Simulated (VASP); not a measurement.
Band structure of ZnSiP₂ (chalcopyrite). Method: PBE GGA, VASP's PBE PAW potentials (set 64) (plane waves; VASP).

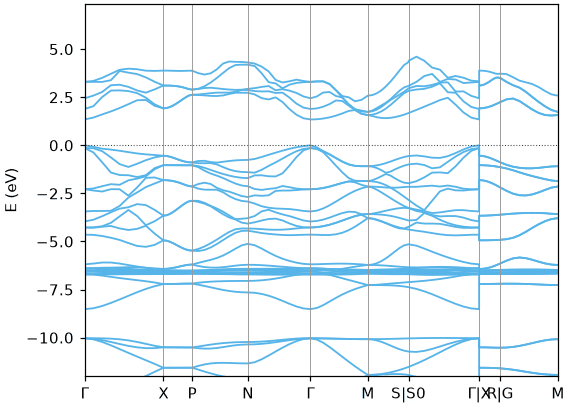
Figure: Bands along high-symmetry lines, zero at the valence-band maximum or, without a gap, the Fermi level

Task: Read the plot: is there a gap, and where are the band edges?

Result: The gap is direct, 1.34 eV, from the valence maximum at Γ to the conduction minimum at Γ. (Edges off the drawn lines would not show.)

The compound is ZnSiP2 in the chalcopyrite structure. It was relaxed first.
